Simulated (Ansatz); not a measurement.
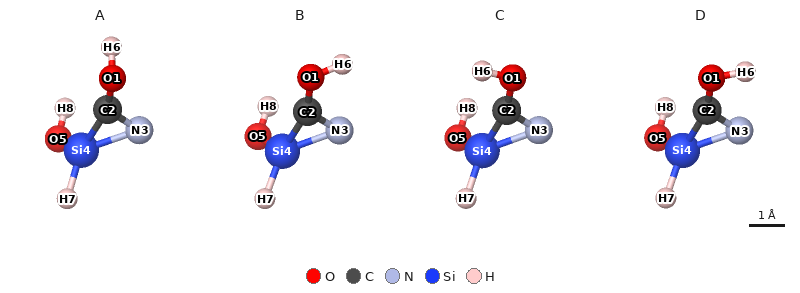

4 geometries from a converged minimum-energy path of CH₃NO₂Si, shuffled. Style: ball-and-stick. Shown from a free direction.

The calculation used Ansatz 0.2.0, RKS PBE-D4/def2-SVP. Settings: 7 movable images; climbing image; force threshold 0.05 eV/Å; iteration limit 60; starting path through a guess of the saddle point.

**Which frame is the transition state?**

A. In order along the path, whose images run from 0 to 8: D (image 0, 0.0 kcal/mol), B (image 1, +0.8 kcal/mol), A (image 4, +11.3 kcal/mol), C (image 8, +2.2 kcal/mol). The motion is a rotation about the O1–C2 bond by about 185°. No bond forms or breaks between the ends. Among the angles between lasting bonds that change up to the highest image: C2–O1–H6 106.0° → 109.6°, N3–Si4–H7 122.1° → 120.0°.

The run took 3 min on 1 thread of Intel(R) Xeon(R) Processor @ 2.70GHz (shared host), peak memory 0.13 GiB.
